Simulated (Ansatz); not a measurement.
# YC3 (built on the sites of a database entry of InC3): relaxing the cell for a phonon run

Wanted: the relaxed cell of YC3 (built on the sites of a database entry of InC3).

Program: Ansatz 0.2.0. Level of theory: DFT PBEsol, scalar-relativistic, plane waves, PAW. Results are calculated unless marked as measured.

The structure was built from a prototype and need not be the compound's stable phase.

**1. Starting point**

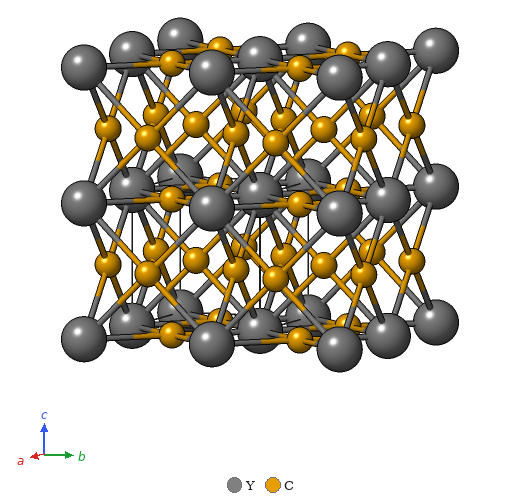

The cell as given, slightly off an axis (yttrium grey, carbon orange). 2×2×2 cells are drawn. Some periodic images of atoms are drawn too.

As a file:

```
Y C
1.0
     4.22763    0.00000    0.00000
     0.00000    4.22763    0.00000
     0.00000    0.00000    4.22763
Y C
1 3
Direct
  0.00000 0.00000 0.00000
  0.00000 0.50000 0.50000
  0.50000 0.00000 0.50000
  0.50000 0.50000 0.00000
```

**2. A coarse first look**

A quick single point on a coarse mesh tells whether the cell has a gap and how far it is from rest, which sets the k mesh and smearing that follow.

File input.yaml:

```yaml
crystal:
  lattice:
    - [4.22763, 0.0, 0.0]
    - [0.0, 4.22763, 0.0]
    - [0.0, 0.0, 4.22763]
  atoms:
    - { symbol: "Y", position: [0.0, 0.0, 0.0] }
    - { symbol: C, position: [0.0, 0.5, 0.5] }
    - { symbol: C, position: [0.5, 0.0, 0.5] }
    - { symbol: C, position: [0.5, 0.5, 0.0] }
kpoints:
  mp_grid: { grid: [4, 4, 4] }
hamiltonian:
  xc: pbesol
scf:
  occupations: { method: gaussian, width: 0.1 }
output:
  forces: true
  stress: true
  eigenvalues: true
```

Run with:

```sh
$ ansatz run input.yaml --threads 8 --pin off --max-ram 14336MiB --backend cpu --events-out ev --progress --plain --runs-dir out
```

Numbers of over 12 decimals in the logs are rounded to 6 here.

What it wrote:

```text
Engine: ansatz 0.2.0, x86_64-unknown-linux-gnu
Pseudopotentials: kind: paw
Pseudopotential: Y, paw, valence charge 11, recommended cutoff 420 eV (normal), Y.paw.azcp
Pseudopotential: C, paw, valence charge 4, recommended cutoff 420 eV (normal), C.paw.azcp
Functional definition: PBEsol
  exchange = pbesol_x
  correlation = pbesol_c
Crystal: 4 atoms, lattice volume = 75.560 Å³
[...]
P = ⅓ Tr σ = -27.8860 GPa (-278.860 kbar)
--- Band table (eV; the first three rows and the last of 10) ---
  k-point 0: bands = [... 8 lower, 3.1482, 3.1482, 5.6589, 5.6589, 5.6589, 7.2722, 7.2722, 7.2722]
  k-point 1: bands = [... 8 lower, 3.1892, 3.4572, 4.4559, 5.1330, 5.1330, 6.4259, 6.9751, 6.9751]
  k-point 2: bands = [... 8 lower, 3.2001, 3.7378, 3.9966, 4.8696, 4.8696, 5.5600, 6.6593, 6.6593]
  k-point 9: bands = [... 8 lower, 2.6710, 2.6710, 2.6710, 7.1143, 7.1143, 7.1143, 7.4745, 7.4745]
[key lines of the parts left out:]
SCF converged after 7 iterations
Free energy (F): -4522.272518 eV
Fermi energy:    4.779464 eV
```

Wall time 0.26 s (8 threads of Intel Xeon 6975P-C (Granite Rapids), shared host); peak memory 0.39 GiB; 0.81 s of CPU time.

This step gave:

| Item | Value |
| --- | --- |
| pressure | -27.89 GPa |
| volume per atom | 18.89 Å³ |
| gap on the k-mesh | 0 eV |

The coarse mesh shows no gap and a pressure of -27.9 GPa.

**3. Coarse relaxation**

A rough relaxation comes first, because large forces or stress need no tight tolerances yet.

input.yaml, as its differences from that of step 2:

```diff
@@ -11,3 +11,3 @@
 kpoints:
-  mp_grid: { grid: [4, 4, 4] }
+  mp_grid: { grid: [6, 6, 6] }
 hamiltonian:
@@ -20 +20,6 @@
   eigenvalues: true
+relax:
+  adjacent_minimum: "off"
+  f_tol: 0.05
+  max_steps: 80
+  cell: { stress_tol: 0.5 }
```

What it wrote:

```text
[...]
Crystal: 4 atoms, lattice volume = 75.560 Å³
Basis set: ecut = 420 eV, 1419 PW (Γ), exchange–correlation on 60×60×60 points (8 copies of the dense FFT grid, shifted against one another)
Bands: 16, of which v1, the nominal top of the filled ones, is band 12 counted from 1 (11 counted from 0)
Symmetry: 48 space group operations
[...]
k-points: 20 of 216
[...]
F+E_penalty+E_count = -4527.04184709 eV   max|allowed force component| = 1.574e-30 eV/Å   (the final SCF, on the basis selected at the relaxed cell)
  cell:  # Å, volume = 42.6951 Å³
    - [3.495097, 0, 0]
    - [0, 3.495097, 0]
    - [0, 0, 3.495097]
  atoms:
    - { symbol: Y, position: [0, 0, 0] }
    - { symbol: C, position: [0, 0.5, 0.5] }
    - { symbol: C, position: [0.5, 0, 0.5] }
    - { symbol: C, position: [0.5, 0.5, 0] }
[key lines of the parts left out:]
SCF converged after 6 iterations
Free energy (F): -4527.041847 eV
Fermi energy:    11.569177 eV
P = ⅓ Tr σ = -0.3197 GPa (-3.197 kbar)
```

Elapsed: 1.5 s, on 8 threads; peak memory 0.44 GiB.

Step by step:

```tsv
step	energy less that of the first step (eV)	largest force component (eV/Å)	pressure (GPa)	volume (Å³)
1	0.0000	0.0000	-28.14	75.56
2	-1.8744	0.0000	-28.14	65.04
3	-3.4708	0.0000	-24.35	55.54
4	-4.5406	0.0000	-12.28	46.81
5	-4.7154	0.0000	2.48	42.06
6	-4.7191	0.0000	-0.02	42.70
7*	-4.7119	0.0000	-0.32	42.70
```

Relaxation steps marked * repeat the geometry before them on a plane-wave basis chosen anew for their cell, so energy and pressure can jump there.

The run keeps the 48 symmetry operations that it works with, so distortions that break them were not tested.

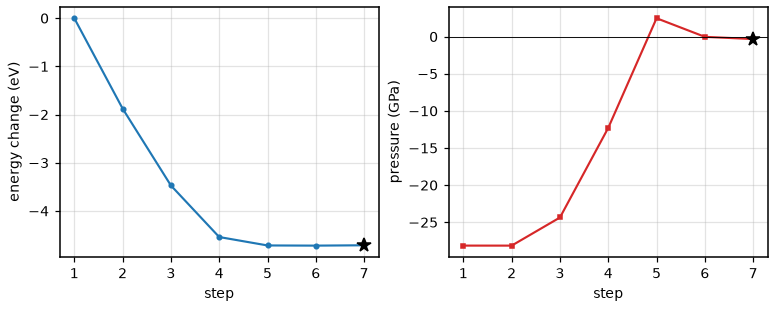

Energy and pressure along the relaxation. Stars mark steps on a basis chosen anew.

```tsv
cell as run	before	after	change
a (Å)	4.228	3.495	-17.3 %
b (Å)	4.228	3.495	-17.3 %
c (Å)	4.228	3.495	-17.3 %
volume (Å³/atom)	18.89	10.67	-43.5 %
```

The relaxed structure:

```
Y C
1.0
     3.49510    0.00000    0.00000
     0.00000    3.49510    0.00000
     0.00000    0.00000    3.49510
Y C
1 3
Direct
  0.00000 0.00000 0.00000
  0.00000 0.50000 0.50000
  0.50000 0.00000 0.50000
  0.50000 0.50000 0.00000
```

This step gave:

```
pressure        : -0.3197 GPa
volume per atom : 10.67 Å³
```

In this step the volume went from 18.89 to 10.67 Å³/atom.

**4. Relaxation**

Harmonic phonons are second derivatives at a point where the forces vanish, and they are wanted at zero stress, so atoms and cell are relaxed first.

File input.yaml:

```yaml
crystal:
  lattice:
    - [3.4950973417, 0.0, 0.0]
    - [0.0, 3.4950973417, 0.0]
    - [0.0, 0.0, 3.4950973417]
  atoms:
    - { symbol: "Y", position: [0.0, 0.0, 0.0] }
    - { symbol: C, position: [0.0, 0.5, 0.5] }
    - { symbol: C, position: [0.5, 0.0, 0.5] }
    - { symbol: C, position: [0.5, 0.5, 0.0] }
kpoints:
  mp_grid: { grid: [10, 10, 10] }
hamiltonian:
  xc: pbesol
scf:
  occupations: { method: gaussian, width: 0.1 }
output:
  forces: true
  stress: true
  eigenvalues: true
  write_density: true
  write_potential: true
  elf: true
  volumetric_format: npy
relax:
  adjacent_minimum: "off"
  f_tol: 0.005
  max_steps: 80
  cell: { stress_tol: 0.05 }
```

What it wrote:

```text
[...]
Crystal: 4 atoms, lattice volume = 42.695 Å³
Basis set: ecut = 420 eV, 847 PW (Γ), exchange–correlation on 48×48×48 points (8 copies of the dense FFT grid, shifted against one another)
Bands: 16, of which v1, the nominal top of the filled ones, is band 12 counted from 1 (11 counted from 0)
[... 1 set-up line as in the run before ...]
[...]
k-points: 56 of 1000
[...]
SCF iter   1: F=—  HF=-4527.050001 eV  |F-HF|=—  |Δ(HF+E_count)|=         —  Δρ=7.06e-3  dr2=1.62e-2  ethr=1.77e-3  ⟨swp⟩=5.3  Hψ=4143  notcnv=0
[...]
SCF iter   6: F=-4527.042721 eV  HF=-4527.042721 eV  |F-HF|=1.47e-9  |Δ(HF+E_count)|=   2.83e-8  Δρ=4.23e-6  dr2=2.92e-9  ethr=2.90e-10  ⟨swp⟩=5.8  Hψ=4975  notcnv=0
SCF 1 converged in 6 iterations: F = -4527.042721 eV  dr2 = 2.92e-9
[...]
relax step   1: F+E_penalty+E_count = -4527.04272068 eV  Δ(F+E_penalty+E_count) = +0.000e0 eV  max|allowed force component| = 4.437e-30 eV/Å  Δτ_max = 0.0000 Å  P = -0.212 GPa  Ω = 42.695 Å³  (6 SCF iters, dr2 threshold 1.00e-7 eV, accepted)
Crystal: 4 atoms, lattice volume = 42.620 Å³
[...]
SCF iter   6: F=-4527.042876 eV  HF=-4527.042876 eV  |F-HF|=9.09e-13  |Δ(HF+E_count)|=  9.09e-13  Δρ=3.23e-8  dr2=2.11e-13  ethr=1.00e-12  ⟨swp⟩=3.6  Hψ=3388  notcnv=0
SCF 2 converged in 6 iterations: F = -4527.042876 eV  dr2 = 2.11e-13
relax step   2: F+E_penalty+E_count = -4527.04287573 eV  Δ(F+E_penalty+E_count) = -1.551e-4 eV  max|allowed force component| = 6.861e-31 eV/Å  Δτ_max = 0.0000 Å  P = +0.079 GPa  Ω = 42.620 Å³  energy of the carried Pulay correction = +1.239e-4 eV  (6 SCF iters, dr2 threshold 1.12e-7 eV, accepted)
Crystal: 4 atoms, lattice volume = 42.640 Å³
[...]
SCF iter   6: F=-4527.042847 eV  HF=-4527.042847 eV  |F-HF|=0.00e0  |Δ(HF+E_count)|=  9.09e-13  Δρ=1.17e-8  dr2=2.00e-14  ethr=1.00e-12  ⟨swp⟩=3.1  Hψ=3241  notcnv=0
SCF 3 converged in 6 iterations: F = -4527.042847 eV  dr2 = 2.00e-14
relax step   3: F+E_penalty+E_count = -4527.04284705 eV  Δ(F+E_penalty+E_count) = +2.868e-5 eV  max|allowed force component| = 1.561e-30 eV/Å  Δτ_max = 0.0000 Å  P = -0.000 GPa  Ω = 42.640 Å³  energy of the carried Pulay correction = +9.015e-5 eV  (6 SCF iters, accepted)
[...]
SCF iter   1: F=—  HF=-4527.042700 eV  |F-HF|=—  |Δ(HF+E_count)|=         —  Δρ=5.24e-6  dr2=2.34e-9  ethr=1.04e-7  ⟨swp⟩=3.1  Hψ=6765  notcnv=0
eigensolver tolerance schedule: the retry pair's looser diagonalisation over-reported the residual by 10285.11 of it (diagonalisation noise at 0.53 of the residual, at the tolerance the schedule requests for it); recorded, not acted on — ethr = c·dr2/N_el stays at c = 1.0e-1
SCF iter   2: F=—  HF=-4527.042733 eV  |F-HF|=—  |Δ(HF+E_count)|=   3.22e-5  Δρ=2.71e-6  dr2=4.47e-10  ethr=1.02e-11  ⟨swp⟩=2.5  Hψ=1638  notcnv=0
[...]
SCF iter   8: F=-4527.042733 eV  HF=-4527.042733 eV  |F-HF|=0.00e0  |Δ(HF+E_count)|=    0.00e0  Δρ=3.41e-10  dr2=4.64e-17  ethr=1.00e-12  ⟨swp⟩=1.9  Hψ=2256  notcnv=0
SCF 4 converged in 8 iterations: F = -4527.042733 eV  dr2 = 4.64e-17
relax step   4: F+E_penalty+E_count = -4527.04273266 eV  Δ(F+E_penalty+E_count) = +1.144e-4 eV  max|allowed force component| = 2.375e-30 eV/Å  Δτ_max = 0.0000 Å  P = -0.003 GPa  Ω = 42.640 Å³  stress off target by 3.01e-3 GPa  SCF on the basis re-selected at this cell (its energy is not comparable with the rows above)  (8 SCF iters)
[...]
SCF converged after 8 iterations
Free energy (F): -4527.042733 eV
[...]
Internal energy: -4527.036442 eV  (E = F + TS)
E sigma→0 (E₀):  -4527.039587 eV
Entropy (-TS):   -0.006291 eV (-1.573 meV/atom)
Fermi energy:    11.665127 eV
[...]
--- Stress (GPa, compression-positive) ---
       -0.003007      -0.000000      -0.000000
       -0.000000      -0.003007      -0.000000
       -0.000000      -0.000000      -0.003007
  P = ⅓ Tr σ = -0.0030 GPa (-0.030 kbar)
--- Band table (eV; the first three rows and the last of 56) ---
  k-point 0: bands = [... 8 lower, 8.5858, 8.5858, 12.5239, 12.5239, 12.5239, 16.0105, 16.0105, 16.0105]
  k-point 1: bands = [... 8 lower, 8.5517, 8.7772, 11.9822, 12.2564, 12.2564, 15.7395, 15.8710, 15.8710]
  k-point 2: bands = [... 8 lower, 8.4352, 9.3351, 10.9332, 11.8134, 11.8134, 15.2097, 15.5031, 15.5031]
  k-point 55: bands = [... 8 lower, 8.7494, 8.7494, 8.7494, 15.4927, 15.4927, 15.4927, 16.2205, 16.2205]
--- Relaxed structure (3 steps of the walk, 3 accepted, 1 SCFs on fresh bases) ---
[...]
cell:  # Å, volume = 42.6404 Å³
    - [3.493604, 0, 0]
    - [0, 3.493604, 0]
    - [0, 0, 3.493604]
  atoms:
    - { symbol: Y, position: [0, 0, 0] }
    - { symbol: C, position: [0, 0.5, 0.5] }
    - { symbol: C, position: [0.5, 0, 0.5] }
    - { symbol: C, position: [0.5, 0.5, 0] }
```

Wall time 1.1 s (8 threads); peak memory 0.46 GiB.

Little changed from the start: no atom moved by 0.005 Å and no cell edge by 0.1 %.

Numbers from this step:

- pressure: -0.003007 GPa
- volume per atom: 10.66 Å³

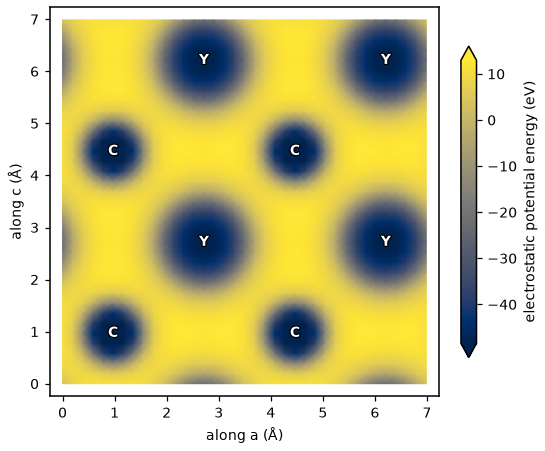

Electrostatic potential energy in the ac plane at fractional y = 0.000, with atoms of Y and C within 0.2 Å of it. With pseudopotentials it is smooth inside the atoms' cores, unlike the true potential. The map starts off the cell's origin, so that atoms lie inside it.

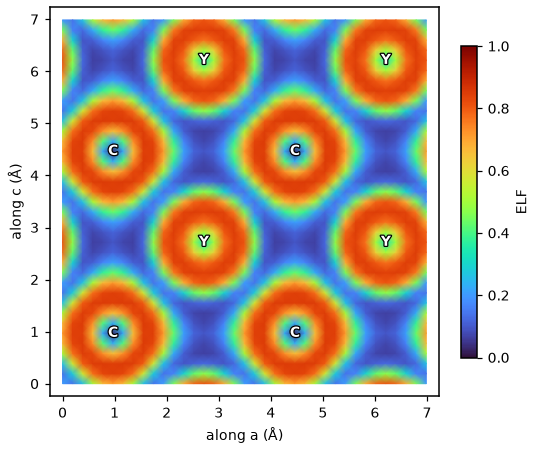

ELF in the ac plane at fractional y = 0.000, with atoms of Y and C within 0.2 Å of it. It is the smooth field of the valence electrons, not physical close to the nuclei. The map starts off the cell's origin, so that atoms lie inside it.

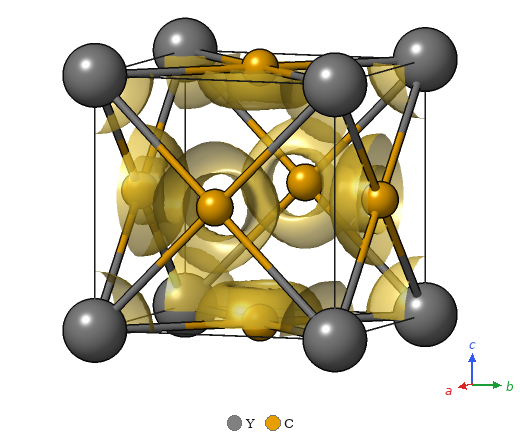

Surface of ELF = 0.77.

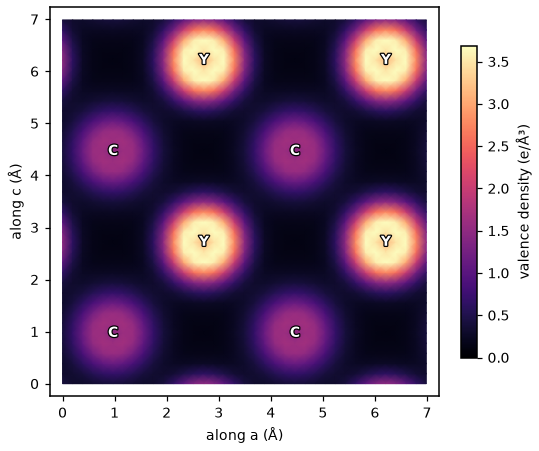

Valence density in the ac plane at fractional y = 0.000, with atoms of Y and C within 0.2 Å of it. It is the smooth field of the valence electrons, not physical close to the nuclei. The map starts off the cell's origin, so that atoms lie inside it.

In this step the volume went from 10.67 to 10.66 Å³/atom.

**5. Relaxing to small forces for the phonons**

Phonons need a cell at rest on their own settings, so the relaxation is repeated with tight tolerances on forces and stress on the k mesh and occupations of the first response run.

File input.yaml:

```yaml
crystal:
  lattice:
    - [3.4936042675, 0.0, 0.0]
    - [0.0, 3.4936042675, 0.0]
    - [0.0, 0.0, 3.4936042675]
  atoms:
    - { symbol: "Y", position: [0.0, 0.0, 0.0] }
    - { symbol: C, position: [0.0, 0.5, 0.5] }
    - { symbol: C, position: [0.5, 0.0, 0.5] }
    - { symbol: C, position: [0.5, 0.5, 0.0] }
kpoints:
  mp_grid: { grid: [10, 10, 10] }
hamiltonian:
  xc: pbesol
scf:
  occupations: { method: methfessel_paxton, width: 0.15 }
output:
  forces: true
  stress: true
  eigenvalues: true
relax:
  adjacent_minimum: "off"
  f_tol: 0.001
  max_steps: 60
  cell: { stress_tol: 0.01 }
```

What it wrote:

```text
[...]
Crystal: 4 atoms, lattice volume = 42.640 Å³
Basis set: ecut = 420 eV, 847 PW (Γ), exchange–correlation on 48×48×48 points (8 copies of the dense FFT grid, shifted against one another)
Bands: 16, of which v1, the nominal top of the filled ones, is band 12 counted from 1 (11 counted from 0)
[... 1 set-up line as in the run before ...]
[...]
k-points: 56 of 1000
[...]
k-point 55: bands = [... 8 lower, 8.7519, 8.7519, 8.7519, 15.4956, 15.4956, 15.4956, 16.2234, 16.2234]
--- Relaxed structure (3 steps of the walk, 3 accepted, 1 SCFs on fresh bases) ---
[...]
cell:  # Å, volume = 42.6335 Å³
    - [3.493415, 0, 0]
    - [0, 3.493415, 0]
    - [0, 0, 3.493415]
  atoms:
    - { symbol: Y, position: [0, 0, 0] }
    - { symbol: C, position: [0, 0.5, 0.5] }
    - { symbol: C, position: [0.5, 0, 0.5] }
    - { symbol: C, position: [0.5, 0.5, 0] }
[key lines of the parts left out:]
SCF converged after 5 iterations
Free energy (F): -4527.038589 eV
Fermi energy:    11.665295 eV
P = ⅓ Tr σ = -0.0004 GPa (-0.004 kbar)
```

Run time: 0.92 s. Hardware: 8 threads; peak memory 0.45 GiB.

Little changed from the start: no atom moved by 0.005 Å and no cell edge by 0.1 %.

Numbers from this step:

- pressure: -3.79e-4 GPa

The forces vanish by symmetry and the pressure is 0.000 GPa, within the tolerances set. The cell now holds 10.66 Å³/atom.

**6. Outcome**

* space group after relaxation (within 0.01 Å): Pm-3m
* lattice constant a: 3.493 Å
* lattice constant b: 3.493 Å
* lattice constant c: 3.493 Å
* volume per atom: 10.7 Å³

What this shows: The forces vanish by symmetry and the pressure is 0.000 GPa, within the tolerances set. The cell now holds 10.66 Å³/atom. The relaxation keeps the symmetry of its start, so it says nothing on stability against lower symmetry. The runs are without spin polarisation, although the cell has an odd electron count. The starting cell was built on a prototype and not taken from a measurement, so the phase need not exist.

[Logs are printed without paths, hosts, clocks, repeated set-up lines and the standing remarks that a program may print on its own settings, such as how far it seeks lower states.]

[Hosts, paths, dates, database ids (printed as entryN), source tags and the programs' standing remarks are cut or masked in the printed files.]
